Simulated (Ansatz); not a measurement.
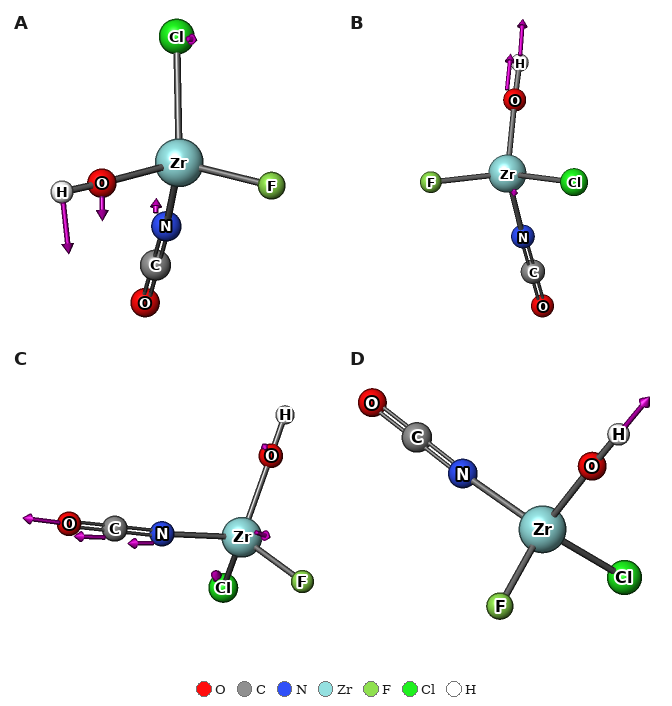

4 normal modes of one molecule or complex, as arrows. The species is neutral and a spin singlet. Harmonic vibrations computed with RKS PBE0-D4/def2-TZVP, core potentials on Zr (Ansatz 0.2.0) at a stationary point of the same level.

### Match the panels to the wavenumbers 133 cm⁻¹, 430 cm⁻¹, 753 cm⁻¹, 3991 cm⁻¹.

A: 133 cm⁻¹, Cl–Zr–O bending
B: 753 cm⁻¹, Zr–O stretching
C: 430 cm⁻¹
D: 3991 cm⁻¹, O–H stretching
